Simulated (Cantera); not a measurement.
A closed system holds: 1 mol C₂H₅OH, 0.35 mol O₂, 1.8 mol H₂, at 10.0 Torr.

Cantera equilibrium calculation (NASA polynomials, part measured and part estimated; ideal gas, pure solids and liquids). Candidate condensed phases: C, C₆H₆, C₇H₈, C₈H₁₈, H₂O; 110 gas species. Kinetics and transport are ignored.

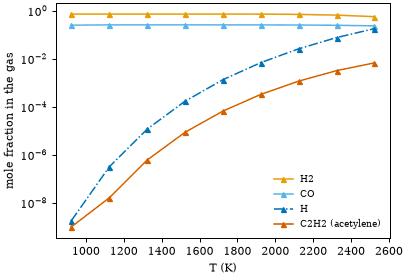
Figure. Equilibrium gas composition (values under 1e-9 drawn at 1e-9)

From 923 K to 2523 K the condensed part is C(graphite). The main C-bearing gas is CO throughout. The share of C in condensed phases is highest at 923 K (16.6 %) and lowest at 2523 K (9.9 %).
